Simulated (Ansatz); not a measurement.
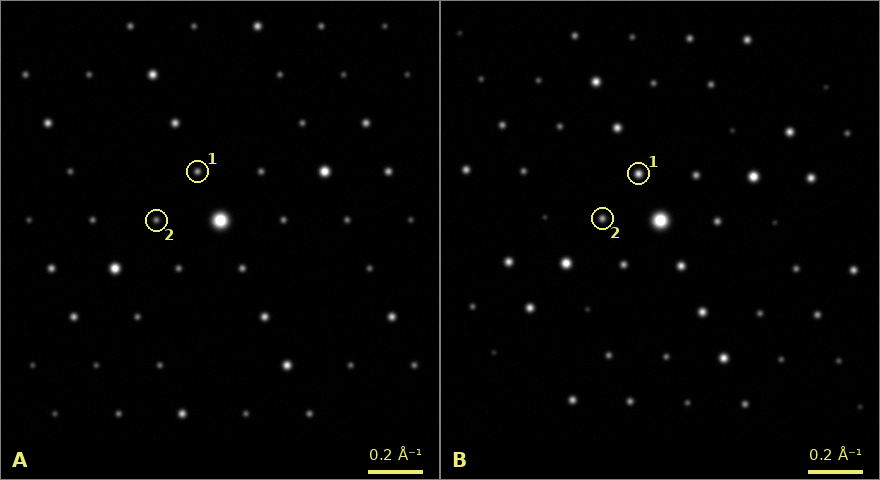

Kinematic electron diffraction patterns (300 kV, B = 0.5 Å², same scale) along [011] of the run's own cell, for the start and the end of one relaxation of SrBe2 with DFT, PAW plane waves, r2scan in Ansatz 0.2.0. k mesh 6×6×4. The start is a generated model structure, and the relaxation ends in the nearest stationary point of its symmetry, not necessarily the ground state. Spot 1 is -1 0 0 and spot 2 is 0 -1 1 in both.

Start structure:

```
CELL_PARAMETERS angstrom
6.13832 0.00000 0.00000
-3.06916 5.31594 0.00000
0.00000 0.00000 9.96263
ATOMIC_POSITIONS crystal
Be 0.00000 0.00000 0.00000
Be 0.00000 0.00000 0.50000
Sr 0.33330 0.66670 0.06200
Sr 0.66660 0.33330 0.56200
Sr 0.33330 0.66670 0.43800
Sr 0.66670 0.33340 0.93800
Be 0.82930 0.65860 0.25000
Be 0.17070 0.82930 0.75000
Be 0.34140 0.17070 0.25000
Be 0.17070 0.34140 0.75000
Be 0.82930 0.17070 0.25000
Be 0.65860 0.82930 0.75000
```

Which pattern belongs to the start structure, and which to the relaxed one?

Answer. B is the start: its cell gives d(1) = 5.316 Å, d(2) = 4.690 Å and an angle of 63.8°. A is the relaxed structure, with d(1) = 5.054 Å (-4.9 %), d(2) = 4.239 Å (-9.6 %) and 65.2°.

Name reflections whose intensity changes strongly on relaxation.

Answer. 2 1 -1 fades out of sight; 1 0 0 goes from 35 to 9.4 % of the strongest spot; 0 1 -1 goes from 13 to 5.7 % of the strongest spot; 1 -3 3 goes from 35 to 17 % of the strongest spot.

What did the relaxation do to the structure and the energy?

Answer. The volume changed by -29.3 % to 19.14 Å³ an atom; with the mean shift removed, the atoms moved by up to 0.52 Å relative to the cell (Be most); the space group stayed P6_3/mmc (No. 194); the free energy fell by 550 meV an atom. Relaxed cell: a = 5.835 Å, b = 5.835 Å, c = 7.788 Å, α = 90.00°, β = 90.00°, γ = 120.00°.
